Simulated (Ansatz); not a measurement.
**Geometry relaxation, with input and output: BSiNH7ClO2 (part 2 of 2)**

The same run, continued: BSiNH7ClO2; RKS PBE/def2-SVP (Ansatz 0.2.0). It belongs to a series of runs on one base structure; here: end point A relaxed.

Geometry of the input (Å):
```
B  0.1921  -0.4887  0.3868
N  0.1074  -0.4790  1.8737
H  -0.6267  -1.0123  2.3381
H  0.9766  -0.4176  2.4071
O  1.3740  -0.1753  -0.2033
H  1.2938  -0.1199  -1.1709
Cl -1.2242  -1.0827  -0.5420
O  -0.6123  2.0054  0.3701
Si -2.1289  2.6895  0.0974
H  -3.1055  1.6976  -0.4764
H  -2.7050  3.2314  1.3827
H  -1.9460  3.8131  -0.8806
H  -0.5075  1.6008  1.2688
```

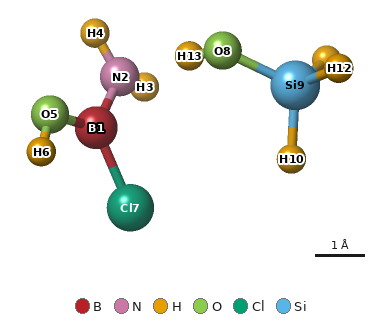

Figure 1. The geometry at step 19 of the log (ball-and-stick view, seen at a tilt; atoms are numbered from 1 in the order of the input).

**Trajectory as extended XYZ, continued**
```
13
Properties=species:S:1:pos:R:3:forces:R:3 step=3 energy=-26751.49407
B     0.2645   -0.6238    0.3516   -0.0203   0.0847   0.9291
N     0.0558   -0.3597    1.7747    0.1509  -0.1996  -0.9065
H    -0.6890   -0.8557    2.2675    0.0062   0.0238  -0.0115
H     0.8808   -0.1902    2.3637   -0.1557   0.0344  -0.1563
O     1.4677   -0.3121   -0.2057   -0.1830  -0.0189  -0.1092
H     1.4376   -0.3451   -1.1802    0.0409  -0.0452   0.1021
Cl   -1.0765   -1.3618   -0.5926    0.1296   0.1268   0.0929
O    -0.6149    2.1555    0.4405   -0.2926  -0.8311   0.8578
Si   -2.1651    2.7765    0.1966    0.2826  -0.0057  -0.0494
H    -3.1168    1.7768   -0.4100   -0.0292  -0.0372   0.0255
H    -2.7706    3.2828    1.4831   -0.0468   0.0044   0.0027
H    -2.0074    3.9214   -0.7614   -0.0231   0.0144   0.0208
H    -0.5781    1.3977    1.1236    0.1406   0.8491  -0.7980
13
Properties=species:S:1:pos:R:3:forces:R:3 step=5 energy=-26751.56112
B     0.2958   -0.6566    0.3271   -0.0135  -0.0069   0.2248
N     0.0177   -0.3009    1.6901   -0.0024  -0.1415  -0.1955
H    -0.7678   -0.7347    2.1800    0.0425   0.0613  -0.0480
H     0.8041   -0.0800    2.3037    0.0501   0.0211   0.0449
O     1.5344   -0.4322   -0.1926   -0.0470   0.0012  -0.1998
H     1.5654   -0.5783   -1.1588   -0.0126   0.0092   0.2329
Cl   -1.0238   -1.3816   -0.6426   -0.0099   0.0128  -0.0418
O    -0.6165    2.2326    0.4930   -0.2314   0.1945  -0.0817
Si   -2.1862    2.7873    0.2573    0.1439   0.0025   0.0015
H    -3.1099    1.7473   -0.3326    0.0321  -0.0102  -0.0006
H    -2.8254    3.2681    1.5400    0.0004   0.0001   0.0025
H    -2.0819    3.9458   -0.6920   -0.0223  -0.0138   0.0087
H    -0.5180    1.4455    1.0789    0.0700  -0.1303   0.0520
13
Properties=species:S:1:pos:R:3:forces:R:3 step=7 energy=-26751.56733
B     0.2979   -0.6726    0.3303   -0.0151   0.0823   0.0776
N     0.0240   -0.3102    1.6867    0.0057  -0.0725  -0.0467
H    -0.7727   -0.7187    2.1772    0.0063   0.0340  -0.0107
H     0.8081   -0.0813    2.3022    0.0053  -0.0006   0.0067
O     1.5329   -0.4364   -0.1901    0.0230  -0.0220  -0.0306
H     1.5706   -0.5944   -1.1497   -0.0075  -0.0128   0.0260
Cl   -1.0249   -1.3757   -0.6499   -0.0130  -0.0249  -0.0233
O    -0.6241    2.2500    0.4977    0.0019  -0.0173   0.0419
Si   -2.1908    2.7918    0.2614    0.0107   0.0081  -0.0017
H    -3.1005    1.7431   -0.3349    0.0127  -0.0032   0.0089
H    -2.8348    3.2689    1.5433   -0.0137  -0.0057  -0.0009
H    -2.0956    3.9509   -0.6860   -0.0186   0.0077  -0.0045
H    -0.5023    1.4469    1.0634    0.0022   0.0269  -0.0427
13
Properties=species:S:1:pos:R:3:forces:R:3 step=9 energy=-26751.57376
B     0.2988   -0.6804    0.3159    0.0183   0.0115  -0.0442
N     0.0173   -0.2904    1.6576   -0.0572   0.0127   0.0375
H    -0.8276   -0.6174    2.1290    0.0537   0.0102  -0.0127
H     0.7884   -0.0730    2.2924    0.0100  -0.0054   0.0083
O     1.5493   -0.5021   -0.1948   -0.0250  -0.0257  -0.0260
H     1.5892   -0.7050   -1.1464    0.0079   0.0034   0.0483
Cl   -1.0323   -1.3560   -0.6761   -0.0068   0.0008  -0.0097
O    -0.5959    2.3441    0.5526   -0.0070   0.0251  -0.0118
Si   -2.1899    2.7876    0.2891    0.0052  -0.0082  -0.0024
H    -3.0137    1.6750   -0.3167    0.0097   0.0074   0.0037
H    -2.8918    3.2233    1.5559    0.0022  -0.0085  -0.0019
H    -2.1614    3.9511   -0.6587   -0.0032  -0.0069   0.0069
H    -0.4426    1.5054    1.0515   -0.0079  -0.0164   0.0039
13
Properties=species:S:1:pos:R:3:forces:R:3 step=11 energy=-26751.57550
B     0.2964   -0.6775    0.3090    0.0490   0.0217  -0.0757
N     0.0175   -0.2579    1.6435    0.0027   0.0003   0.0179
H    -0.8401   -0.5500    2.1131    0.0122  -0.0013  -0.0074
H     0.7947   -0.0760    2.2833   -0.0078  -0.0062  -0.0086
O     1.5645   -0.5701   -0.1831   -0.0912  -0.0194   0.0379
H     1.6135   -0.7912   -1.1295   -0.0052   0.0014   0.0128
Cl   -1.0544   -1.2866   -0.7022    0.0367   0.0038   0.0283
O    -0.5885    2.3839    0.5611   -0.0231   0.0227  -0.0199
Si   -2.1964    2.7768    0.2982    0.0149   0.0010   0.0072
H    -2.9807    1.6483   -0.3299    0.0126   0.0085   0.0014
H    -2.9178    3.1636    1.5705    0.0049  -0.0078  -0.0049
H    -2.2064    3.9588   -0.6271   -0.0009  -0.0100   0.0079
H    -0.4144    1.5399    1.0445   -0.0048  -0.0147   0.0029
13
Properties=species:S:1:pos:R:3:forces:R:3 step=13 energy=-26751.57636
B     0.2923   -0.6778    0.3101   -0.0301  -0.0031   0.0242
N     0.0119   -0.2436    1.6404    0.0062  -0.0014  -0.0185
H    -0.8445   -0.5352    2.1115   -0.0088   0.0005   0.0047
H     0.7900   -0.0633    2.2789    0.0052   0.0031   0.0066
O     1.5594   -0.5796   -0.1774    0.0245   0.0052  -0.0157
H     1.6102   -0.8097   -1.1213    0.0068  -0.0028  -0.0017
Cl   -1.0539   -1.3019   -0.6940   -0.0030   0.0003  -0.0004
O    -0.5811    2.3956    0.5467    0.0084   0.0018  -0.0076
Si   -2.1933    2.7761    0.2988   -0.0010   0.0009   0.0085
H    -2.9619    1.6534   -0.3565   -0.0034   0.0031  -0.0077
H    -2.9161    3.1172    1.5831    0.0009  -0.0034  -0.0018
H    -2.2222    3.9818   -0.5943   -0.0004  -0.0046   0.0028
H    -0.4028    1.5492    1.0255   -0.0053   0.0005   0.0064
13
Properties=species:S:1:pos:R:3:forces:R:3 step=15 energy=-26751.57695
B     0.2886   -0.6830    0.3129   -0.0263   0.0004   0.0524
N     0.0112   -0.2147    1.6331    0.0158  -0.0164  -0.0238
H    -0.8478   -0.4899    2.1101   -0.0039   0.0039   0.0005
H     0.7927   -0.0372    2.2686   -0.0036   0.0064   0.0043
O     1.5582   -0.6121   -0.1719    0.0407   0.0074  -0.0256
H     1.6128   -0.8685   -1.1089   -0.0012   0.0008   0.0057
Cl   -1.0617   -1.3127   -0.6797   -0.0197  -0.0038  -0.0118
O    -0.5730    2.4173    0.5304    0.0041  -0.0191   0.0062
Si   -2.1931    2.7734    0.2994   -0.0386   0.0190   0.0074
H    -2.9355    1.6721   -0.4223    0.0075   0.0219   0.0024
H    -2.9276    3.0209    1.6015    0.0203  -0.0071  -0.0350
H    -2.2503    4.0287   -0.5243    0.0020  -0.0314   0.0203
H    -0.3866    1.5679    1.0025    0.0031   0.0181  -0.0030
13
Properties=species:S:1:pos:R:3:forces:R:3 step=17 energy=-26751.57774
B     0.2855   -0.6895    0.3247    0.0327  -0.0047  -0.0034
N     0.0241   -0.2026    1.6405   -0.0031  -0.0105   0.0007
H    -0.8316   -0.4660    2.1307    0.0126   0.0058  -0.0059
H     0.8109   -0.0097    2.2652   -0.0088   0.0009  -0.0072
O     1.5505   -0.6234   -0.1778   -0.0241  -0.0059  -0.0085
H     1.5960   -0.8975   -1.1107   -0.0116   0.0078   0.0232
Cl   -1.0778   -1.3345   -0.6423    0.0018   0.0063   0.0038
O    -0.5724    2.4192    0.5149   -0.0114  -0.0144   0.0057
Si   -2.1940    2.7730    0.2883   -0.0612   0.0251  -0.0074
H    -2.9205    1.7186   -0.5192    0.0299   0.0457   0.0263
H    -2.9446    2.9206    1.5984    0.0323  -0.0055  -0.0605
H    -2.2540    4.0827   -0.4498    0.0013  -0.0629   0.0373
H    -0.3842    1.5712    0.9883    0.0095   0.0121  -0.0041
13
Properties=species:S:1:pos:R:3:forces:R:3 step=19 energy=-26751.57874
B     0.2772   -0.6886    0.3390   -0.0114  -0.0047   0.0144
N     0.0441   -0.1960    1.6576   -0.0015  -0.0040  -0.0158
H    -0.8046   -0.4480    2.1649    0.0036   0.0026  -0.0005
H     0.8415    0.0044    2.2658   -0.0012  -0.0008  -0.0055
O     1.5308   -0.6309   -0.1903   -0.0004   0.0017  -0.0049
H     1.5514   -0.9028   -1.1242    0.0004  -0.0022  -0.0006
Cl   -1.1110   -1.3268   -0.5984    0.0112   0.0074   0.0093
O    -0.5692    2.4229    0.5188   -0.0125  -0.0059  -0.0014
Si   -2.1908    2.7631    0.2716   -0.0619   0.0382  -0.0274
H    -2.8790    1.7544   -0.6253    0.0364   0.0547   0.0572
H    -2.9755    2.8201    1.5696    0.0362  -0.0162  -0.0714
H    -2.2527    4.1161   -0.3849    0.0002  -0.0720   0.0362
H    -0.3744    1.5744    0.9871    0.0010   0.0011   0.0104
13
Properties=species:S:1:pos:R:3:forces:R:3 step=21 energy=-26751.57995
B     0.2678   -0.6877    0.3482   -0.0177   0.0042   0.0095
N     0.0635   -0.1860    1.6678    0.0022  -0.0032  -0.0034
H    -0.7764   -0.4285    2.1943    0.0102   0.0010  -0.0054
H     0.8737    0.0175    2.2581   -0.0055  -0.0040  -0.0074
O     1.5102   -0.6405   -0.2081   -0.0095  -0.0045  -0.0118
H     1.5079   -0.9181   -1.1408    0.0041   0.0018   0.0112
Cl   -1.1444   -1.3203   -0.5575    0.0154   0.0061   0.0110
O    -0.5666    2.4353    0.5441   -0.0244   0.0072  -0.0067
Si   -2.1857    2.7568    0.2562   -0.0635  -0.0010  -0.0021
H    -2.8236    1.7825   -0.7135    0.0417   0.0615   0.0575
H    -3.0161    2.7272    1.5274    0.0483  -0.0026  -0.0791
H    -2.2527    4.1396   -0.3318   -0.0017  -0.0598   0.0265
H    -0.3697    1.5844    1.0069    0.0004  -0.0067   0.0002
13
Properties=species:S:1:pos:R:3:forces:R:3 step=23 energy=-26751.58154
B     0.2519   -0.6866    0.3605    0.0149   0.0153  -0.0159
N     0.0857   -0.1691    1.6792    0.0065  -0.0146   0.0088
H    -0.7407   -0.4014    2.2315    0.0194   0.0066  -0.0130
H     0.9136    0.0353    2.2448   -0.0182  -0.0047  -0.0123
O     1.4801   -0.6527   -0.2296   -0.0445  -0.0171  -0.0075
H     1.4523   -0.9430   -1.1585    0.0010   0.0099   0.0297
Cl   -1.1890   -1.3149   -0.5027    0.0204   0.0062   0.0155
O    -0.5619    2.4578    0.5782   -0.0490  -0.0138  -0.0014
Si   -2.1782    2.7462    0.2391   -0.0325  -0.0082   0.0012
H    -2.7375    1.8266   -0.8274    0.0346   0.0573   0.0680
H    -3.0619    2.6016    1.4655    0.0526  -0.0031  -0.0778
H    -2.2666    4.1640   -0.2529   -0.0048  -0.0449   0.0138
H    -0.3598    1.5983    1.0235   -0.0003   0.0113  -0.0091
13
Properties=species:S:1:pos:R:3:forces:R:3 step=25 energy=-26751.58293
B     0.2367   -0.6871    0.3748   -0.0026   0.0596  -0.0161
N     0.1063   -0.1531    1.6910    0.0047  -0.0337  -0.0088
H    -0.7107   -0.3675    2.2641    0.0165   0.0061  -0.0087
H     0.9484    0.0513    2.2349   -0.0164  -0.0047  -0.0082
O     1.4505   -0.6694   -0.2446   -0.0311  -0.0257   0.0054
H     1.3984   -0.9646   -1.1706   -0.0001   0.0032   0.0160
Cl   -1.2331   -1.2971   -0.4529    0.0278  -0.0025   0.0229
O    -0.5555    2.4779    0.6017   -0.0674  -0.0107  -0.0061
Si   -2.1687    2.7357    0.2225   -0.0259  -0.0191  -0.0016
H    -2.6554    1.8765   -0.9266    0.0309   0.0605   0.0655
H    -3.0897    2.4659    1.4001    0.0633   0.0207  -0.0778
H    -2.2925    4.1823   -0.1726   -0.0039  -0.0680   0.0214
H    -0.3466    1.6114    1.0296    0.0041   0.0144  -0.0040
13
Properties=species:S:1:pos:R:3:forces:R:3 step=27 energy=-26751.58512
B     0.2245   -0.6776    0.3816   -0.0087  -0.0047   0.0108
N     0.1207   -0.1407    1.6980   -0.0001  -0.0086  -0.0104
H    -0.6920   -0.3385    2.2826    0.0092   0.0032  -0.0059
H     0.9720    0.0574    2.2291   -0.0045  -0.0001  -0.0021
O     1.4293   -0.6857   -0.2539   -0.0112  -0.0005  -0.0056
H     1.3598   -0.9860   -1.1769    0.0003   0.0018   0.0083
Cl   -1.2649   -1.2771   -0.4179    0.0147   0.0086   0.0074
O    -0.5526    2.4931    0.6180   -0.0345  -0.0075  -0.0072
Si   -2.1619    2.7242    0.2105    0.0226  -0.0038   0.0120
H    -2.5933    1.9173   -0.9900    0.0026   0.0065  -0.0035
H    -3.0976    2.3692    1.3458    0.0059   0.0033  -0.0077
H    -2.3216    4.1815   -0.1129   -0.0030  -0.0066   0.0034
H    -0.3345    1.6252    1.0374    0.0067   0.0082   0.0004
13
Properties=species:S:1:pos:R:3:forces:R:3 step=29 energy=-26751.58597
B     0.2152   -0.6741    0.3904   -0.0079  -0.0024  -0.0010
N     0.1343   -0.1315    1.7055   -0.0012  -0.0049  -0.0044
H    -0.6744   -0.3144    2.3004    0.0095   0.0024  -0.0058
H     0.9935    0.0622    2.2252   -0.0041  -0.0008  -0.0023
O     1.4114   -0.6991   -0.2611   -0.0117  -0.0027  -0.0030
H     1.3262   -1.0021   -1.1819   -0.0005   0.0029   0.0104
Cl   -1.2924   -1.2550   -0.3889    0.0151   0.0054   0.0075
O    -0.5499    2.5038    0.6293   -0.0294  -0.0083  -0.0034
Si   -2.1562    2.7145    0.2000    0.0047   0.0010  -0.0034
H    -2.5438    1.9553   -1.0465    0.0060   0.0098   0.0101
H    -3.1049    2.2865    1.2990    0.0118   0.0032  -0.0107
H    -2.3471    4.1810   -0.0618    0.0005  -0.0124   0.0054
H    -0.3239    1.6350    1.0419    0.0071   0.0067   0.0005
13
Properties=species:S:1:pos:R:3:forces:R:3 step=31 energy=-26751.58662
B     0.2043   -0.6709    0.4002   -0.0037  -0.0001  -0.0083
N     0.1490   -0.1201    1.7127   -0.0022  -0.0021   0.0002
H    -0.6542   -0.2865    2.3195    0.0085   0.0018  -0.0051
H     1.0171    0.0694    2.2188   -0.0031  -0.0017  -0.0026
O     1.3904   -0.7147   -0.2689   -0.0120  -0.0035  -0.0001
H     1.2876   -1.0219   -1.1866   -0.0007   0.0030   0.0101
Cl   -1.3222   -1.2342   -0.3550    0.0128   0.0031   0.0060
O    -0.5484    2.5169    0.6437   -0.0216  -0.0075  -0.0008
Si   -2.1499    2.7047    0.1879   -0.0084   0.0002  -0.0037
H    -2.4860    2.0033   -1.1071    0.0055   0.0138   0.0209
H    -3.1096    2.1917    1.2411    0.0203   0.0116  -0.0215
H    -2.3780    4.1778   -0.0019   -0.0007  -0.0229   0.0046
H    -0.3123    1.6467    1.0470    0.0053   0.0044   0.0003
13
Properties=species:S:1:pos:R:3:forces:R:3 step=33 energy=-26751.58686
B     0.1938   -0.6703    0.4092   -0.0036   0.0287  -0.0103
N     0.1639   -0.1080    1.7172    0.0000  -0.0074   0.0034
H    -0.6325   -0.2584    2.3368    0.0003  -0.0004   0.0011
H     1.0411    0.0764    2.2091   -0.0002  -0.0020  -0.0001
O     1.3694   -0.7321   -0.2764    0.0020  -0.0097   0.0044
H     1.2498   -1.0441   -1.1901    0.0001  -0.0009  -0.0015
Cl   -1.3501   -1.2138   -0.3234    0.0017  -0.0080   0.0036
O    -0.5501    2.5312    0.6643   -0.0088  -0.0020   0.0034
Si   -2.1445    2.6961    0.1776    0.0069  -0.0050  -0.0069
H    -2.4263    2.0534   -1.1590   -0.0011   0.0020   0.0080
H    -3.1124    2.1041    1.1784    0.0048   0.0082  -0.0064
H    -2.4122    4.1687    0.0525   -0.0026  -0.0054   0.0047
H    -0.3020    1.6589    1.0552    0.0005   0.0019  -0.0034
```

**Key numbers**

- outcome: converged
- total energy: −26751.5869 eV
- mean-field energy: −26751.5869 eV
- largest force (length of the vector) at the end: 0.031 eV/Å
- hardware: 4 threads of Intel Xeon (Granite Rapids), 32 GiB of memory available, shared host
- wall time: 28 s (CPU time 99 s)
- peak memory: 0.2 GiB
